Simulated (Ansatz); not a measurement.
**ClFH4NOSi (charge +1): density, localisation and related maps**

Input file:

```
crystal:
  periodic: [false, false, false]
  atoms:
    - {symbol: Cl, position_ang: [-3.348203, 3.000487, 0.721464]}
    - {symbol: F, position_ang: [-1.485334, 2.810757, -1.606343]}
    - {symbol: N, position_ang: [-0.784636, 1.256643, 0.439865]}
    - {symbol: O, position_ang: [-2.816382, 0.511166, -1.074742]}
    - {symbol: Si, position_ang: [-2.246092, 1.910919, -0.538163]}
    - {symbol: H, position_ang: [-1.037093, 0.959279, 1.393394]}
    - {symbol: H, position_ang: [-0.029512, 1.952524, 0.528484]}
    - {symbol: H, position_ang: [-0.384591, 0.431379, -0.033095]}
    - {symbol: H, position_ang: [-3.647280, 0.358879, -1.547541]}
basis:
  gaussian:
    orbitals: def2-TZVPD
total_charge: 1
magnetization:
  spin_polarized: false
hamiltonian:
  xc: pbe0
output: {forces: true, orbitals: {seedname: orbitals}}
```

Launched as:

```sh
ansatz run input.yaml --threads 1 --pin off --max-ram 2610MiB --events-out events.jsonl --progress --plain --runs-dir runs
```

Geometry: r2SCAN-D4/def2-SVP.

The calculation used isolated molecule in a Gaussian basis; Kohn-Sham density functional theory, functional PBE0 in Ansatz.

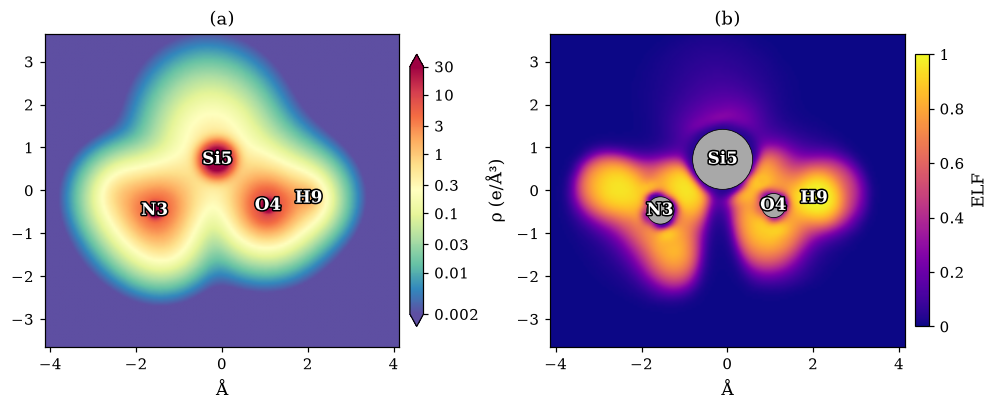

Figure 1. (a) electron density; (b) ELF on the plane of atoms N3, Si5 and O4. Grey discs cover the atomic cores in the ELF map.

### Interpret the plot.

The section cuts through N, O, Si and H sites.
Si–O (1.60 Å): the density is about 1.3 e/Å³ at the midpoint; the ELF peaks at about 0.85 between the atoms (a polar covalent bond).
Si–N (1.88 Å): the density is about 0.86 e/Å³ at the midpoint; the ELF peaks at about 0.95 between the atoms; a shared but strongly polarised pair.
O–H (0.97 Å): ρ at the midpoint is about 3.7 e/Å³; the ELF climbs to about 1 towards the hydrogen, as it does in any bond to H; a covalent bond by its length.
The ELF also peaks beside O4, away from the bonds: lone-pair regions.

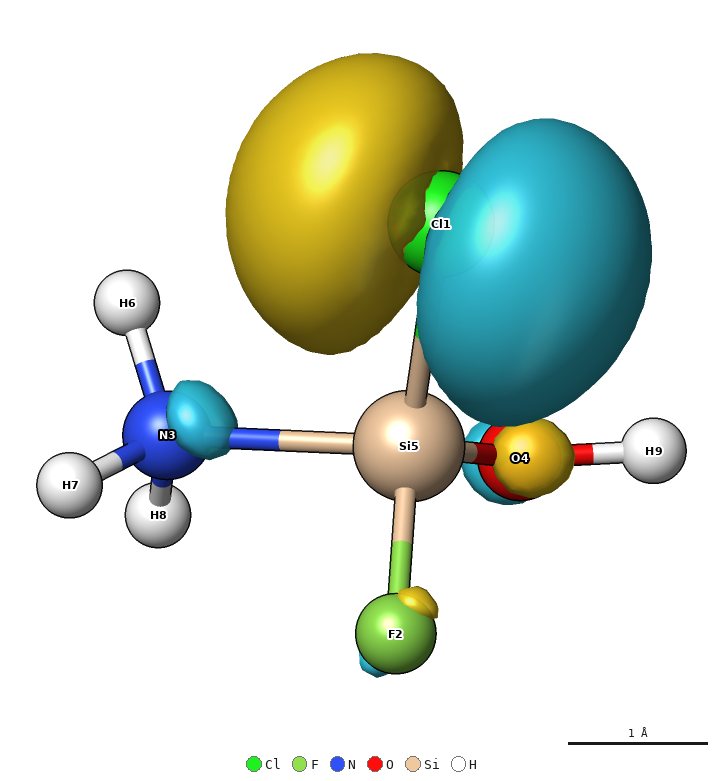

Figure 2. The HOMO−1 at ±0.15 Å⁻³ᐟ² (yellow and cyan are the two phases), seen from one side.

### Where does this orbital lie, and at what energy?

Its weight (Hirshfeld) is mainly on Cl1 (about 85 %); largely a lone pair of Cl1. Its energy is −14.88 eV.

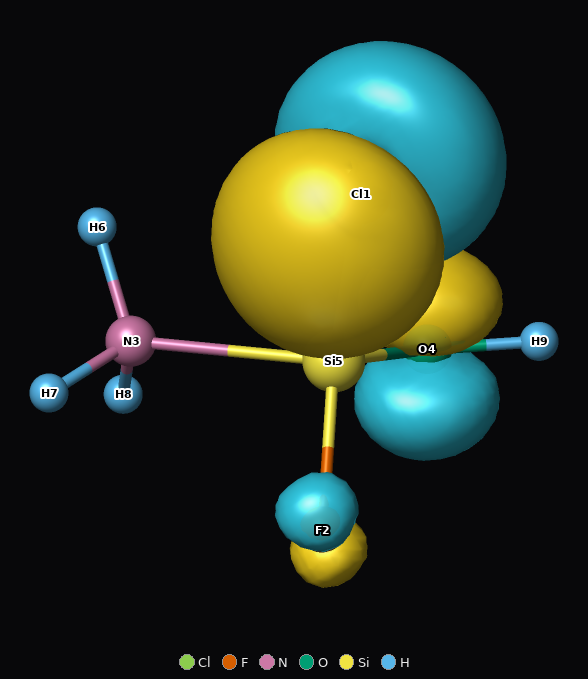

Figure 3. The HOMO at ±0.15 Å⁻³ᐟ² (yellow and cyan are the two phases), seen from one side.

### Where does this orbital lie, and at what energy?

It lies mainly on Cl1 (about 75 %) and O4 (about 15 %); largely a lone pair of Cl1. Its energy is −14.62 eV.
